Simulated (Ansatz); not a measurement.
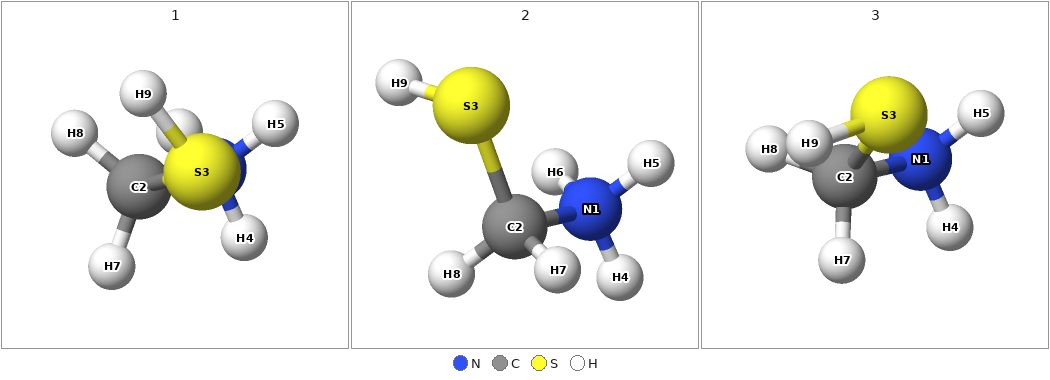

CH₆NS, SMILES [NH3+]CS, charge +1. First axis: dihedral N1–C2–S3–H9. Second axis: dihedral H4–N1–C2–S3. Nothing is relaxed (all other coordinates rigid). The grid has 18 × 17 points. Points are written as (first, second). All energies are given in eV relative to the lowest grid point. Theory: Ansatz, RHF/def2-TZVP.

The numbered pictures are structures from this grid.

> Which is the most stable, and how do the others follow?

2, at (80°, 175.0°): 0.000 eV; 1, at (120°, 96.2°): 0.159 eV; 3, at (−180°, 118.8°): 0.334 eV.

The map, with the structures marked:

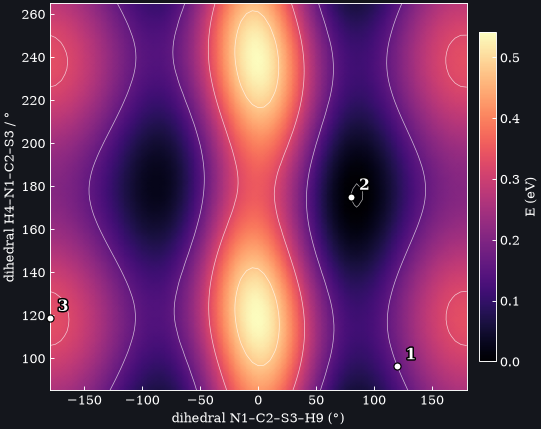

The picture shows a smooth colour map with a few white contour lines. Between grid points the surface is interpolated.
